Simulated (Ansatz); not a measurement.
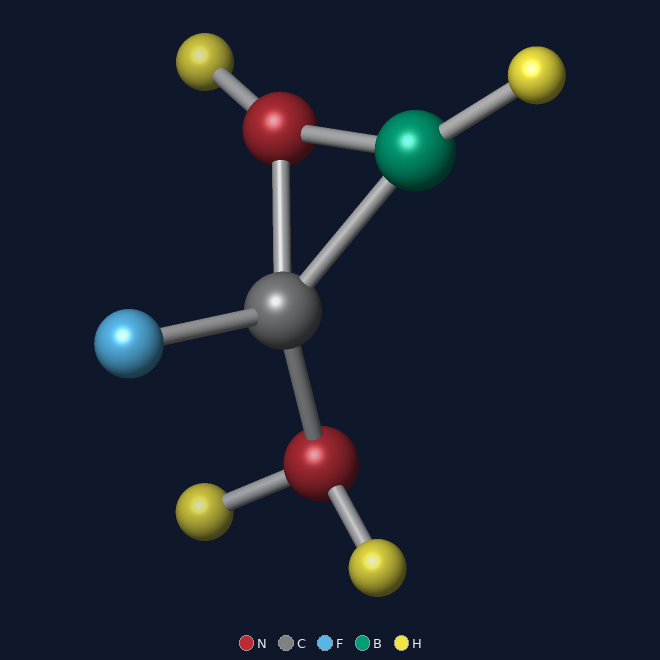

Rendered structure (ball-and-stick style).

Computed geometry: PBE0-D4/def2-TZVP optimisation.

What does the picture show?

It has 9 atoms: 1 carbon, 4 hydrogen, 1 boron, 1 fluorine and 2 nitrogen (CH₄BFN₂). SMILES: `N[C@@]1(F)BN1`. Independent rings (smallest set): 1 of 3 members. Among its groups: primary amine, C–F bond, B–H bond. The point group is C1. Coordination, clear cases only: 1 N trigonal pyramidal.

The parts below concern this one geometry. Atoms keep their numbers from picture to picture.

### Dipole moment

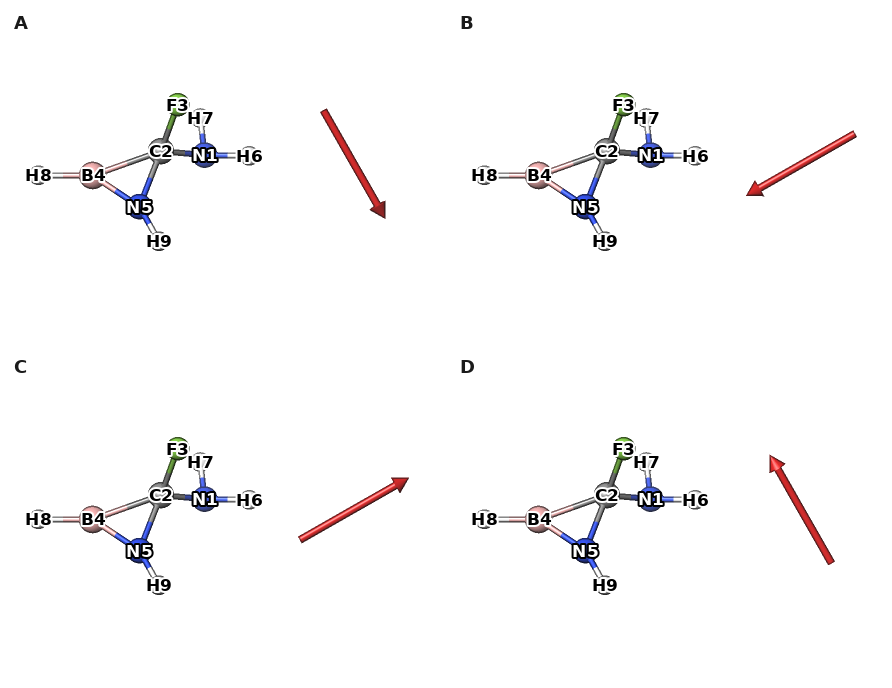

The same molecule four times, each with an arrow. Properties computed with RKS PBE-D4/def2-TZVPP (Ansatz 0.2.0).

**Which arrow points along the dipole moment, from the negative to the positive end?**

A. The dipole moment is 1.35 D; it points from the side of F3, H8 to the side of H9 (the outermost atoms at the two ends).

### Thermal motion

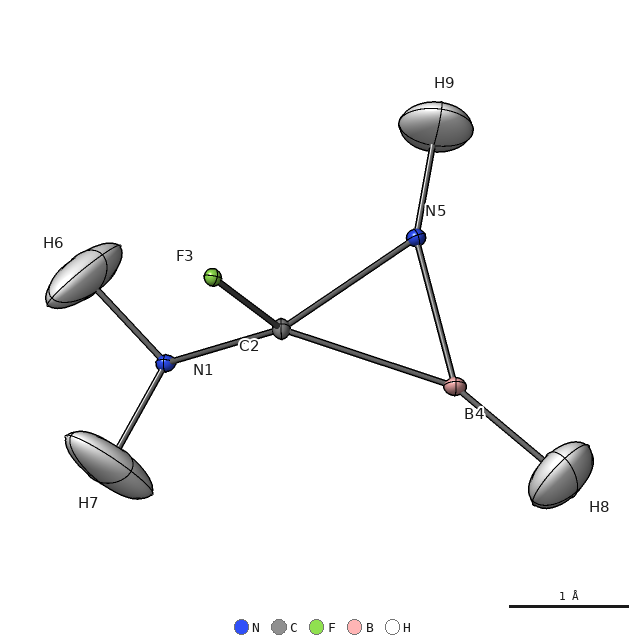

Displacement ellipsoids at the 50 % level, enlarged 1.5 times, from the internal vibrations of the free molecule (harmonic, no overall translation or rotation; no half-axis is drawn under 0.075 Å). Vibrations computed with RKS PBE0-D4/def2-TZVP (Ansatz 0.2.0). Temperature: 200 K.

**Which atom has the largest mean-square displacement?**

H6, with U_eq = 0.0238 Å².

**Does H7 move more along its bond or across it?**

Across it: the root-mean-square amplitude is 0.071 Å along the bond and up to 0.223 Å across, since bending and torsion are softer than stretching.

Give the displacement parameters, one line for each set of equivalent atoms.

```
atom  U_eq (Å²)   rms amplitudes (Å)
  N1     0.0011  0.026, 0.034, 0.037
  C2     0.0014  0.032, 0.039, 0.040
  F3    0.00090  0.024, 0.031, 0.034
  B4     0.0017  0.027, 0.042, 0.051
  N5     0.0012  0.024, 0.036, 0.042
  H6     0.0238  0.073, 0.130, 0.222
  H7     0.0236  0.071, 0.126, 0.223
  H8     0.0207  0.083, 0.144, 0.186
  H9     0.0221  0.071, 0.135, 0.208
```

### Charges

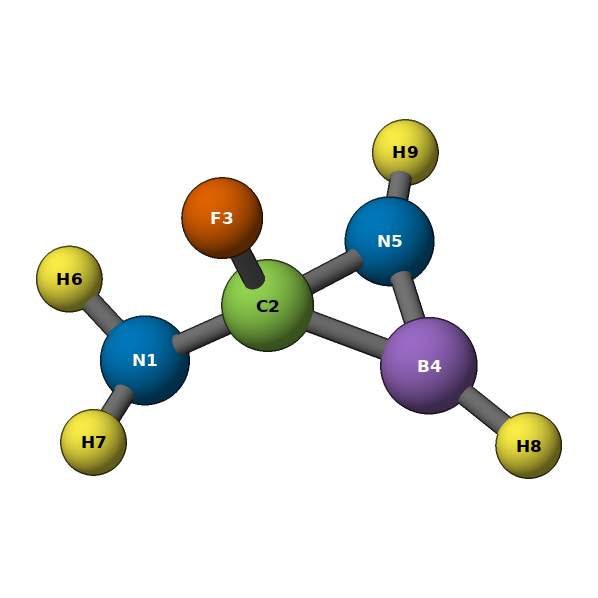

The questions are on Mulliken charges. Level of theory: RKS PBE0-D4/def2-TZVP (Ansatz 0.2.0).

List the Mulliken charges.

| atom | value (e) |
| --- | --- |
| N1 | −0.48 |
| C2 | 0.21 |
| F3 | −0.23 |
| B4 | −0.02 |
| N5 | −0.24 |
| H6 | 0.22 |
| H7 | 0.24 |
| H8 | 0.05 |
| H9 | 0.24 |

Mulliken values depend strongly on the basis set and can even reverse the polarity of a bond.
